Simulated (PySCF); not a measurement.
TlSn (quartet)

```xyz
2

Tl    0.0000    0.0000   -1.0769
Sn    0.0000    0.0000    1.8411
```

Core potentials replace the inner electrons of Tl and Sn.

Theory: PBE0/def2-SVP, non-relativistic Hamiltonian with scalar-relativistic core potentials where named, at a bond length of 2.918 Å (PySCF).

Question: Predict the electron density, electron localisation function and spin density between the atoms.

Answer: Tl–Sn (2.92 Å): the density is about 0.27 e/Å³ at the midpoint; the ELF is about 0.35 at the midpoint.
The unpaired spin (3 electrons) lies mostly on Sn2 (about 2.1) and Tl1 (about 0.9), in electrons by Hirshfeld's partition.

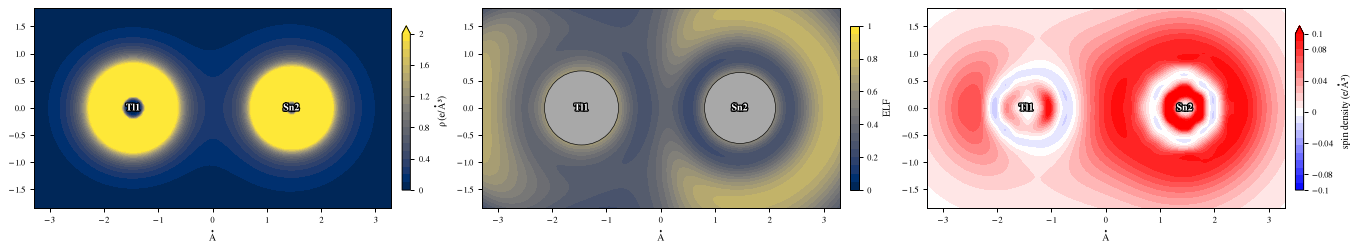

Computed electron density, electron localisation function and spin density on a plane that holds the molecular axis, in this order. Grey discs cover the atomic cores in the ELF map. 
